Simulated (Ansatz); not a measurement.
# Run report: CH$_{4}$FOSi, single-point calculation

System: CH$_{4}$FOSi, multiplicity 2, SMILES CO[SiH]F.
Method: UKS wB97X-V/6-311G** (Ansatz 0.2.0).

The geometry comes from this level: PBE0-D4/def2-TZVP.

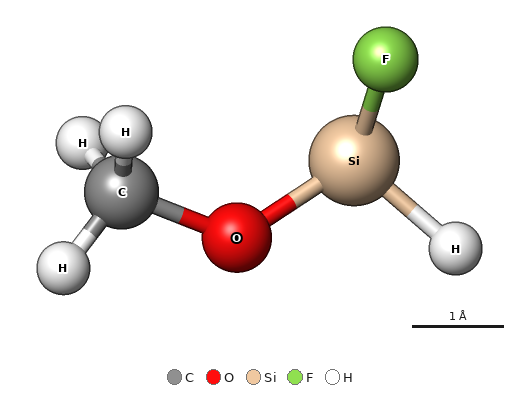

Fig. 1: The input geometry (ball-and-stick view, seen at a tilt). Bond lengths as drawn: C–H 1.09 Å, C–O 1.41 Å, F–Si 1.61 Å, H–Si 1.49 Å and O–Si 1.63 Å.

### Input
```yaml
crystal:
  periodic: [false, false, false]
  atoms:
    - {symbol: C, position_ang: [-0.158078, 1.181677, -0.082145]}
    - {symbol: O, position_ang: [-0.450110, -0.090204, 0.458813]}
    - {symbol: Si, position_ang: [-0.086437, -1.538926, -0.190143]}
    - {symbol: F, position_ang: [1.494375, -1.643286, -0.449214]}
    - {symbol: H, position_ang: [-0.606230, 1.303509, -1.073059]}
    - {symbol: H, position_ang: [0.921392, 1.337249, -0.159246]}
    - {symbol: H, position_ang: [-0.576874, 1.934561, 0.586167]}
    - {symbol: H, position_ang: [-0.445740, -2.541681, 0.853126]}
basis:
  gaussian: {orbitals: "6-311G**", fitting: {mean_field: cc-pVTZ-jkfit}, point_charges: [{charge: 1.00, position_ang: [4.446, -0.836, 0.878]}]}
magnetization: {spin_polarized: true, initial_magnetization: 1}
hamiltonian: {xc: {name: wB97X-V}}
```

Hardware: 4 threads of Arm Neoverse V2, 23 GiB of memory available, shared host.

Launch command:
```bash
ansatz run in.yaml --threads 4 --pin off --events-out ev --progress --plain --max-ram 10444MiB
```

### Log
```
Error: [file] can't be read: No such file or directory (os error 2)
```

### Outcome

- outcome: refused by the program

This input holds a deliberate fault: basis. The program refused the input: “[file] can't be read: No such file or directory (os error 2)”
